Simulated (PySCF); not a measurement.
# TaOH₂: doublet, from a trigonal planar start

The task is one start of a wider search on TaOH₂: the doublet, from a trigonal planar start. It is relaxed, tested by its Hessian and followed downhill if it is a saddle.

Program: PySCF 2.14.0. Level of theory: PBE0, basis Ta def2-TZVP with ECP60, O def2-TZVP, H def2-TZVP, scalar-relativistic core potentials, no spin–orbit coupling, density fitting. These are calculated values, not measurements.

## (1) The system as given

4 atoms, charge 0, spin multiplicity 2.

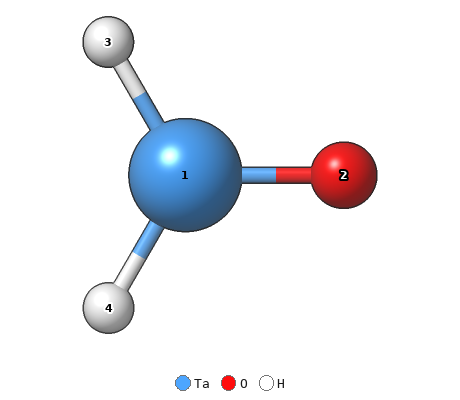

The starting geometry (tantalum blue, oxygen red, hydrogen white); atoms are numbered from 1 in the order of the file.

Z-matrix (Å, degrees; charge 0 multiplicity 2):
```
Ta
O  1 1.8300
H  1 1.7800 2 120.00
H  1 1.7800 2 120.00 3 180.00
```

## (2) First SCF at the start

The steps below are one call of a driver around PySCF. For each, scf.py gives the equivalent set-up of the SCF; relaxations use the driver's own optimiser. After this first run the driver tries any further starts and a stability analysis.

Contents of scf.py:

```python
from pyscf import gto, scf, dft
mol = gto.M(atom='''
Ta     0.138100    -0.000000     0.000000
O     -1.691880     0.000010     0.000000
H      1.028100    -1.541530     0.000000
H      1.028080     1.541510     0.000000''',
    basis={'Ta': 'def2-TZVP', 'O': 'def2-TZVP', 'H': 'def2-TZVP'},
    ecp={'Ta': 'def2-TZVP'},
    charge=0, spin=1)
mf = dft.UKS(mol, xc='PBE0')
mf.grids.atom_grid = (50, 194)
aux = {'Ta': 'def2-universal-JKFIT', 'O': 'def2-universal-JKFIT', 'H': 'def2-universal-JKFIT'}
mf = mf.density_fit(auxbasis=aux)
mf.conv_tol = 1e-08
mf.diis_space = 10
mf.max_cycle = 60
mf.init_guess = 'minao'
mf.verbose = 4
mf.kernel()
```

Run with:

```
> OMP_NUM_THREADS=2 python axn.py task.json out
```

Log:

```text
init E= -114.221013960022
[... the frontier-level lines of each cycle are left out ...]
cycle= 1 E= -133.144492566753  delta_E= -18.9  |g|= 0.659  |ddm|=    4
cycle= 2 E= -130.405930889955  delta_E= 2.74  |g|= 2.42  |ddm|= 1.44
cycle= 3 E= -133.291004898989  delta_E= -2.89  |g|= 0.268  |ddm|= 1.18
cycle= 4 E= -133.324230160413  delta_E= -0.0332  |g|= 0.138  |ddm|= 0.417
cycle= 5 E= -133.332907767036  delta_E= -0.00868  |g|= 0.0319  |ddm|= 0.114
cycle= 6 E= -133.333346554124  delta_E= -0.000439  |g|= 0.0136  |ddm|= 0.0172
cycle= 7 E= -133.333443595901  delta_E= -9.7e-05  |g|= 0.00178  |ddm|= 0.00901
cycle= 8 E= -133.333453137708  delta_E= -9.54e-06  |g|= 0.00107  |ddm|= 0.00376
cycle= 9 E= -133.333459443261  delta_E= -6.31e-06  |g|= 0.000401  |ddm|= 0.00458
cycle= 10 E= -133.333460231173  delta_E= -7.88e-07  |g|= 9.43e-05  |ddm|= 0.00207
cycle= 11 E= -133.333460243357  delta_E= -1.22e-08  |g|= 2.3e-05  |ddm|= 0.000196
cycle= 12 E= -133.333460244709  delta_E= -1.35e-09  |g|= 5.4e-06  |ddm|= 8.45e-05
Extra cycle  E= -133.333460244738  delta_E= -2.94e-11  |g|= 8.54e-06  |ddm|= 1.37e-05
converged SCF energy = -133.333460244738  <S^2> = 0.75918307  2S+1 = 2.0091621
```

This step, with its further starts and checks, ran for 18 s (2 threads of Arm Neoverse N1, shared host).

Energies from each starting density:

```
                      start  energy (Eh)
    the minimal-basis guess  -133.333460
a thermally smeared density  -133.333460
      a smeared PBE density  -133.333460
```

No lower solution of this spin turned up from the other starts or in the test of internal stability.

## (3) Relaxation: trigonal planar start, doublet

The program finds C2v symmetry in the start, which this walk keeps. The walk stops when the largest gradient is under 0.0003 Eh/bohr and the energy has settled too.

Edit scf.py of step 2 so:

```diff
@@ -3,4 +3,4 @@
-Ta     0.138100    -0.000000     0.000000
-O     -1.691880     0.000010     0.000000
-H      1.028100    -1.541530     0.000000
-H      1.028080     1.541510     0.000000''',
+Ta     0.138101    -0.000000     0.000000
+O     -1.691879     0.000001     0.000000
+H      1.028090    -1.541521     0.000000
+H      1.028093     1.541519     0.000000''',
@@ -17 +16,0 @@
-mf.init_guess = 'minao'
```

Energy and gradient, step by step:

| step | energy (Eh) | change (kJ/mol) | largest symmetric gradient (Eh/bohr) |
| --- | --- | --- | --- |
| 0 | -133.333460 | 0.00 | 0.09789 |
| 1 | -133.346324 | -33.77 | 0.01858 |
| 2 | -133.347381 | -36.55 | 0.00448 |
| 3 | -133.348004 | -38.18 | 0.00345 |
| 4 | -133.348046 | -38.30 | 0.00075 |
| 5 | -133.348055 | -38.32 | 0.00086 |
| 6 | -133.348058 | -38.33 | 0.00027 |

The walk took 21 s.

Positions (Å) and forces (eV/Å) along the way:

```
step 0
Ta   0.138   0.000   0.000  -5.034   0.000   0.000
O   -1.692   0.000   0.000   5.027   0.000   0.000
H    1.028  -1.542   0.000   0.004  -0.408   0.000
H    1.028   1.542   0.000   0.004   0.408   0.000
step 1
Ta   0.107   0.000   0.000   0.955   0.000   0.000
O   -1.587   0.000   0.000  -0.810   0.000   0.000
H    0.991  -1.560   0.000  -0.072  -0.415   0.000
H    0.991   1.560   0.000  -0.072   0.415   0.000
step 3
Ta   0.151   0.000   0.000  -0.066   0.000   0.000
O   -1.556   0.000   0.000   0.177   0.000   0.000
H    0.954  -1.637   0.000  -0.056   0.014   0.000
H    0.954   1.637   0.000  -0.056  -0.014   0.000
step 6
Ta   0.161   0.000   0.000   0.014   0.000   0.000
O   -1.542   0.000   0.000  -0.011   0.000   0.000
H    0.941  -1.646   0.000  -0.001   0.004   0.000
H    0.941   1.646   0.000  -0.001  -0.004   0.000
```

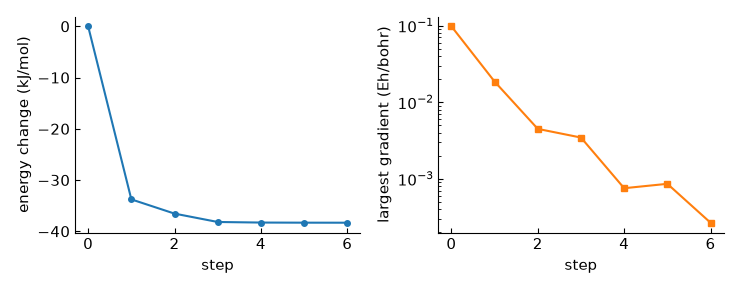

Energy and largest gradient along the walk.

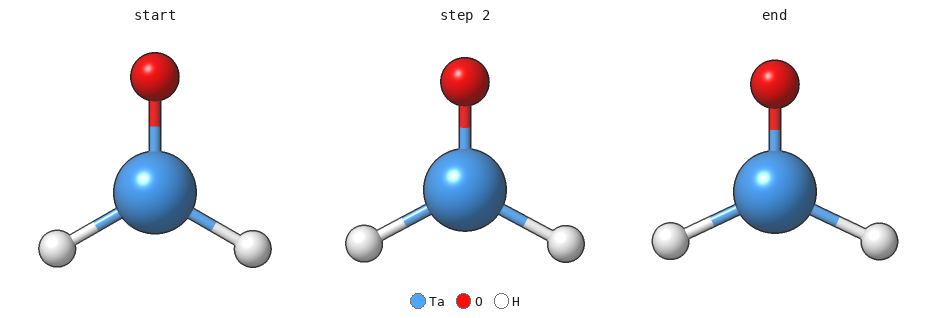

Start and end of the relaxation, with a step between.

It settles in C2v symmetry, 38.3 kJ/mol below the start, after 6 steps: Ta–H 1.822 Å (×2), Ta–O 1.703 Å; H–Ta–H 129.3°, H–Ta–O 115.4° (×2).

## (4) Vibrations and properties at this point

On the finer grid the gradient is checked again; gradients at displacements of ±0.02 bohr then give force constants and infrared intensities.

Edit scf.py of step 3 so:

```diff
@@ -3,4 +3,4 @@
-Ta     0.138101    -0.000000     0.000000
-O     -1.691879     0.000001     0.000000
-H      1.028090    -1.541521     0.000000
-H      1.028093     1.541519     0.000000''',
+Ta     0.129094    -0.000000     0.000000
+O     -1.573828     0.000001     0.000000
+H      0.909385    -1.645735     0.000000
+H      0.909388     1.645734     0.000000''',
@@ -11 +11 @@
-mf.grids.atom_grid = (50, 194)
+mf.grids.atom_grid = (75, 302)
@@ -14 +14 @@
-mf.conv_tol = 1e-08
+mf.conv_tol = 1e-10
```

This SCF starts from the last density.

Log of the central SCF (cycles and frontier levels):

```text
init E= -133.348076316288
[... the frontier-level lines of each cycle are left out ...]
cycle= 1 E= -133.348076316285  delta_E= 2.76e-12  |g|= 3.05e-06  |ddm|= 2.94e-06
Extra cycle  E= -133.348076316256  delta_E= 2.93e-11  |g|= 9e-06  |ddm|= 6.13e-06
converged SCF energy = -133.348076316256  <S^2> = 0.75478064  2S+1 = 2.0047749
```

The whole step took 71 s.

Geometry: C2v; Ta–H 1.821 Å (×2), Ta–O 1.703 Å; H–Ta–H 129.3°, H–Ta–O 115.4° (×2).

Harmonic modes (main isotopes):

```
symmetry  ω (cm⁻¹)  IR (km/mol)  μ (u)     type
      b1      486i          237   1.06     bend
      b2       520          1.1   1.16     bend
      a1       710         22.3   1.05     bend
      a1      1035          184  11.53    mixed
      b2      1757          418   1.02  stretch
      a1      1801          104   1.01  stretch
```

With 1 mode imaginary (up to 486i cm⁻¹) this point is a saddle.

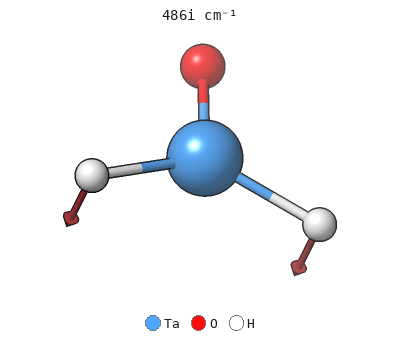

The imaginary mode, as arrows.

Properties at this point:

```yaml
Dipole_moment: 2.05 D
Highest_occupied_level: -6.92 eV
Lowest_empty_level: -3.37 eV
Rotational_constants: 3.088, 0.3805, 0.3388 cm⁻¹
Zero-point_energy_real_modes: 34.8 kJ/mol
Principal_polarisabilities: 43.7, 48.8, 52.7 bohr³
Atomisation_energy_without_zero-point_energy: 1325 kJ/mol
Principal_traceless_quadrupole_moments_about_the_centre_of_mass: -3.73, -3.67, 7.40 D Å
Spin_squared_⟨S²⟩: 0.755
```

Populations by atom (charges in e):

```json
{"atom": "Ta1", "Mulliken": "0.78", "Löwdin": "0.64", "polar tensor": "1.45", "spin (Mulliken)": "1.13", "Mayer order to Ta1": "–"}
{"atom": "O2", "Mulliken": "-0.49", "Löwdin": "-0.28", "polar tensor": "-0.78", "spin (Mulliken)": "-0.07", "Mayer order to Ta1": "2.23"}
{"atom": "H3,4", "Mulliken": "-0.15", "Löwdin": "-0.18", "polar tensor": "-0.34", "spin (Mulliken)": "-0.03", "Mayer order to Ta1": "0.95"}
```

Outer orbital energies (eV). α occupied: -41.81, -25.23, -10.62, -10.61, -10.38, -10.04, -8.20, -6.92; empty: -3.37, -2.28, -1.30, -0.07. β occupied: -41.29, -41.23, -25.34, -10.62, -10.59, -10.42, -9.94, -8.22; empty: -2.91, -2.85, -1.58, -1.10.

Mulliken populations on Ta1 (outside its core potential): s 2.87, p 6.49, d 2.79, f 0.07.

## (5) Leaving the saddle point

The start is the last point, displaced along its most imaginary mode.

The program finds Cs symmetry in the start, which this walk keeps. The walk stops when the largest gradient is under 0.0003 Eh/bohr and the energy has settled too.

Edit scf.py of step 4 so:

```diff
@@ -3,4 +3,4 @@
-Ta     0.129094    -0.000000     0.000000
-O     -1.573828     0.000001     0.000000
-H      0.909385    -1.645735     0.000000
-H      0.909388     1.645734     0.000000''',
+Ta     0.128998    -0.000000     0.001949
+O     -1.573923     0.000001    -0.006929
+H      0.909290    -1.645735    -0.120000
+H      0.909292     1.645734    -0.120000''',
@@ -11 +11 @@
-mf.grids.atom_grid = (75, 302)
+mf.grids.atom_grid = (50, 194)
@@ -14 +14 @@
-mf.conv_tol = 1e-10
+mf.conv_tol = 1e-08
```

Energy and gradient, step by step:

```csv
step,energy (Eh),change (kJ/mol),largest symmetric gradient (Eh/bohr)
0,-133.348522,0.00,0.00546
1,-133.352808,-11.25,0.02927
2,-133.352897,-11.48,0.04368
3,-133.355539,-18.42,0.01467
4,-133.357324,-23.11,0.01200
5,-133.357855,-24.50,0.00412
6,-133.357886,-24.58,0.00112
7,-133.357887,-24.59,0.00014
```

The walk took 30 s.

Positions (Å) and forces (eV/Å) along the way:

```
step 0
Ta   0.129   0.000   0.002   0.068   0.000   0.281
O   -1.574   0.000  -0.007   0.024   0.000  -0.092
H    0.909  -1.646  -0.120  -0.046   0.059  -0.094
H    0.909   1.646  -0.120  -0.046  -0.059  -0.094
step 1
Ta   0.139   0.000   0.213  -0.994   0.000   0.042
O   -1.562   0.000  -0.074   1.505   0.000   0.078
H    0.898  -1.633  -0.192  -0.256   0.474  -0.060
H    0.898   1.633  -0.192  -0.256  -0.474  -0.060
step 4
Ta   0.148   0.000   0.337   0.617   0.000   0.153
O   -1.477   0.000  -0.118  -0.357   0.000  -0.179
H    0.851  -1.569  -0.232  -0.130   0.224   0.013
H    0.851   1.569  -0.232  -0.130  -0.224   0.013
step 7
Ta   0.162   0.000   0.379   0.003   0.000   0.000
O   -1.452   0.000  -0.136  -0.007   0.000  -0.002
H    0.832  -1.533  -0.244   0.002   0.001   0.001
H    0.832   1.533  -0.244   0.002  -0.001   0.001
```

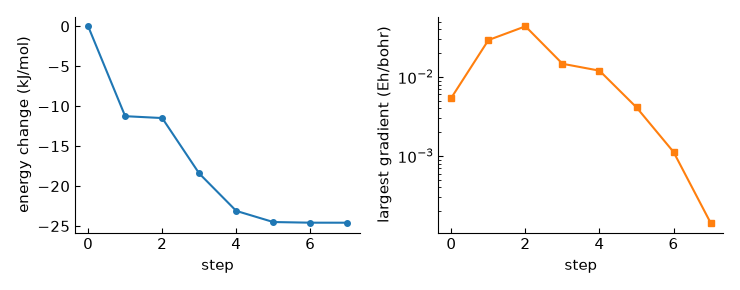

How energy and gradient fall.

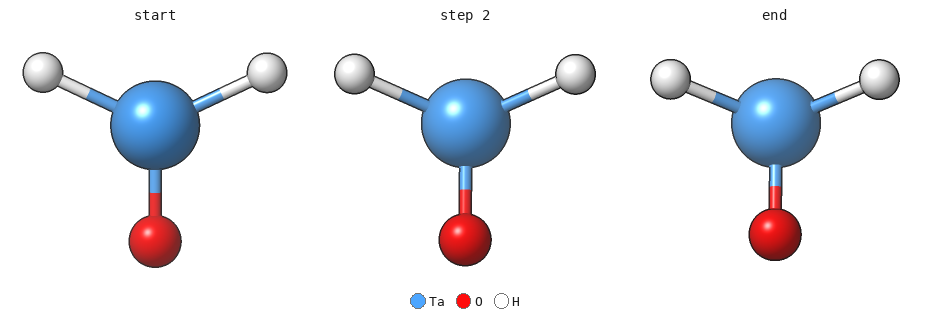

The geometry along the walk, at one scale.

After 7 steps and 24.6 kJ/mol it ends at Cs: Ta–H 1.785 Å (×2), Ta–O 1.694 Å; H–Ta–H 118.4°, H–Ta–O 104.5° (×2).

## (6) Hessian and properties

The same treatment as at the point before.

Edit scf.py of step 5 so:

```diff
@@ -3,4 +3,4 @@
-Ta     0.128998    -0.000000     0.001949
-O     -1.573923     0.000001    -0.006929
-H      0.909290    -1.645735    -0.120000
-H      0.909292     1.645734    -0.120000''',
+Ta     0.122419    -0.000000     0.046148
+O     -1.492347     0.000001    -0.466466
+H      0.793537    -1.533041    -0.575055
+H      0.793539     1.533040    -0.575055''',
@@ -11 +11 @@
-mf.grids.atom_grid = (50, 194)
+mf.grids.atom_grid = (75, 302)
@@ -14 +14 @@
-mf.conv_tol = 1e-08
+mf.conv_tol = 1e-10
```

SCF at the final geometry:

```text
init E= -133.35791535066
[... the frontier-level lines of each cycle are left out ...]
cycle= 1 E= -133.357915350656  delta_E= 4.06e-12  |g|= 3.15e-06  |ddm|= 3.37e-06
Extra cycle  E= -133.357915350628  delta_E= 2.78e-11  |g|= 9.24e-06  |ddm|= 5.43e-06
converged SCF energy = -133.357915350628  <S^2> = 0.7556722  2S+1 = 2.0056642
```

The whole step ran for 88 s (2 threads of Arm Neoverse N1, shared host).

Geometry: Cs; Ta–H 1.785 Å (×2), Ta–O 1.694 Å; H–Ta–H 118.4°, H–Ta–O 104.7° (×2).

Modes, for the most abundant isotopes:

| symmetry | ω (cm⁻¹) | IR (km/mol) | type |
| --- | --- | --- | --- |
| a' | 508 | 77.7 | bend |
| a'' | 585 | 3.3 | bend |
| a' | 722 | 35.0 | bend |
| a' | 1044 | 159 | stretch |
| a'' | 1836 | 353 | stretch |
| a' | 1853 | 111 | stretch |

No imaginary mode, so this is a minimum.

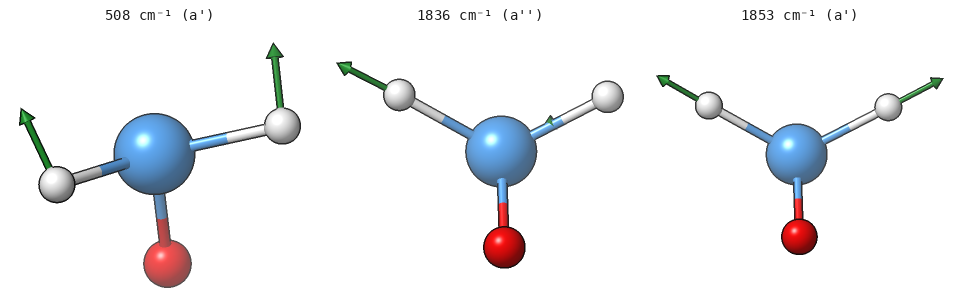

How the atoms move in 3 of the modes.

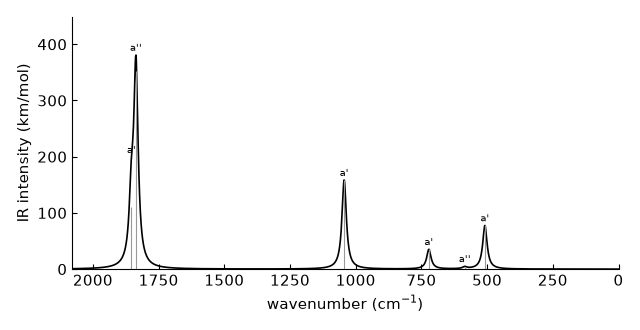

The harmonic infrared spectrum (widths in cm⁻¹). Lines are broadened to a width of 20 cm⁻¹ (Lorentzian).

Properties at this point:

- Dipole moment: 3.62 D
- Highest occupied level: -6.21 eV
- Lowest empty level: -2.53 eV
- Rotational constants: 2.82, 0.382, 0.3539 cm⁻¹
- Zero-point energy: 39.2 kJ/mol
- Principal polarisabilities: 44.9, 48.2, 59.9 bohr³
- Atomisation energy without zero-point energy: 1351 kJ/mol
- Principal traceless quadrupole moments about the centre of mass: -2.11, -1.24, 3.35 D Å
- Entropy at 298.15 K and 1 bar (electronic part: spin only): 274.6 J/(mol K)
- Heat capacity Cp at 298.15 K: 47.7 J/(mol K)
- Enthalpy at 298.15 K above 0 K: 11.29 kJ/mol
- Rotational symmetry number: 1
- Spin squared ⟨S²⟩: 0.756

Charges (e) and bond orders:

```json
{"atom": "Ta1", "Mulliken": "0.75", "Löwdin": "0.52", "polar tensor": "1.28", "spin (Mulliken)": "1.13", "Mayer order to Ta1": "–"}
{"atom": "O2", "Mulliken": "-0.47", "Löwdin": "-0.25", "polar tensor": "-0.71", "spin (Mulliken)": "-0.08", "Mayer order to Ta1": "2.29"}
{"atom": "H3,4", "Mulliken": "-0.14", "Löwdin": "-0.14", "polar tensor": "-0.28", "spin (Mulliken)": "-0.03", "Mayer order to Ta1": "0.97"}
```

Outer orbital energies (eV). α occupied: -41.25, -24.99, -10.34, -10.21, -10.20, -9.75, -8.66, -6.21; empty: -2.53, -2.28, -1.12, 0.01. β occupied: -40.66, -40.42, -25.10, -10.33, -10.24, -10.20, -9.65, -8.61; empty: -2.23, -2.15, -1.59, -0.82.

Mulliken populations on Ta1 (outside its core potential): s 2.83, p 6.37, d 2.98, f 0.07.

## (7) All stationary points

| spin | group | bonds | imaginary modes (cm⁻¹) | ΔE (kJ/mol) | with zero-point energy |
| --- | --- | --- | --- | --- | --- |
| doublet | Cs | Ta–H 1.785 Å (×2), Ta–O 1.694 Å | none | 0.0 | 0.0 |
| doublet | C2v | Ta–H 1.821 Å (×2), Ta–O 1.703 Å | 486i | 25.8 | – |

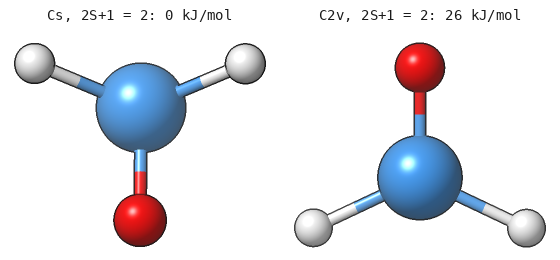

The points, lowest first (tantalum blue, oxygen red, hydrogen white).

## (8) Outcome

| quantity | value |
| --- | --- |
| minimum | doublet, Cs |
| geometry | Ta–H 1.785 Å (×2), Ta–O 1.694 Å; H–Ta–H 118.4°, H–Ta–O 104.7° (×2) |
| wavenumbers (cm⁻¹) | 508 (a'), 585 (a''), 722 (a'), 1044 (a'), 1836 (a''), 1853 (a') |
| dipole moment | 3.62 D |
| highest occupied, lowest empty level (either spin) | -6.21, -2.53 eV |
| polar-tensor charge of Ta1 | +1.28 e |
| zero-point energy | 39.2 kJ/mol |
| entropy at 298.15 K | 274.6 J/(mol K) |
| atomisation energy (no zero-point energy) | 1351 kJ/mol |
| ⟨S²⟩ | 0.756 |

What this shows: The trigonal planar start (C2v) ends in a minimum of Cs symmetry, after a stop at a saddle point 25.8 kJ/mol higher, from which it was pushed off along an imaginary mode. The strongest infrared band lies at 1836 cm⁻¹ (a'', stretch). Most of the spin sits on Ta1 (Mulliken spin 1.13, against 1 for the whole molecule). Only this shape and spin were tried, so other structures or states may lie lower. One determinant may miss the lowest occupation of an open d or f shell. With an element this heavy the missing spin–orbit coupling can shift these numbers.

The search up to here took 3.8 min.
